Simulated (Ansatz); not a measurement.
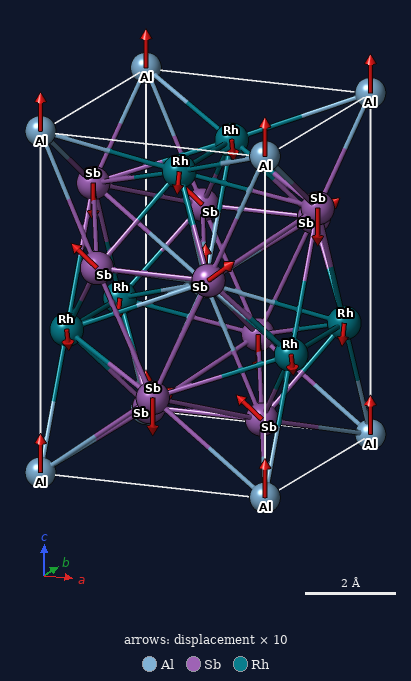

A relaxation of a crystal of AlSb₃Rh₂ (built on the PrCu3Pd2-44 type type). The starting structure is drawn; red arrows show the displacements (the part carried along by the change of the cell is left out), magnified 10 times.

A ball-and-stick model of the conventional cell (2 times the calculation's cell), seen slightly off an axis. Lengths and directions refer to the drawn axes.

All numbers below come from DFT, PBEsol, plane waves, PAW in Ansatz 0.2.0. (plane-wave cutoff 420 eV; k-point mesh 6 × 6 × 6; occupations fermi dirac; smearing width 0.03 eV; no spin polarisation; cell and atoms relaxed; force threshold 0.01 eV/Å; at most 120 steps)

### What did the optimiser do to the structure, and how much energy did it gain?

The largest move relative to the cell is that of the Al atom, 0.092 Å along +c. By element the largest moves are Al 0.092 Å, Sb 0.090 Å, Rh 0.055 Å. The volume changes by −4.0 %, with a 5.440 → 7.484 Å (+37.6 %), b 5.924 → 5.634 Å (−4.9 %), c 7.866 → 5.771 Å (−26.6 %). Near-neighbour distances that change, for instance: Sb–Sb 2.706 → 3.851 Å, Sb–Sb 2.734 → 3.632 Å, Rh–Sb 3.226 → 4.062 Å, Al–Rh 3.261 → 4.094 Å. Bonds break, among them: Sb–Sb (2.71 → 3.85 Å), Sb–Sb (2.73 → 3.63 Å). The space group stays Imm2 (No. 44). Over 19 accepted moves (24 points after the start) the energy falls by 2.705 eV per cell of the calculation. Largest force component: 0.65 eV/Å at the start, 0.001 eV/Å at the end. The pressure goes from −5.20 to 0.00 GPa. The line search rejected the trial steps at points 6, 14 of the run. The SCF was repeated 3 times at an unchanged geometry on a basis and grid sized afresh for the cell, which shifted the energy by 91.1 meV per cell of the calculation at most. The run took 4.5 min on 2 threads of Arm Neoverse V2, on a shared host, peak memory 0.63 GiB.
